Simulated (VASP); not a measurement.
Band structure of CeOF (space group P4/nmm). Level of theory: PBEsol GGA, VASP's PBE PAW potentials (set 64) (plane waves; VASP).

The run has a spin-polarised start.

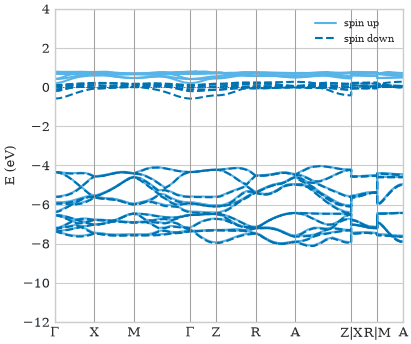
Figure: Bands along high-symmetry lines, zero at the valence-band maximum or, without a gap, the Fermi level

Problem. Read the plot: is there a gap, and where are the band edges?

Solution. It has no gap at this level: it comes out as a metal or semimetal. (Edges off the drawn lines would not show.)

The structure comes from a computed database's CeOF entry (P4/nmm); how it stands against other phases isn't given here. It was relaxed first, which changed the volume by -6 %.
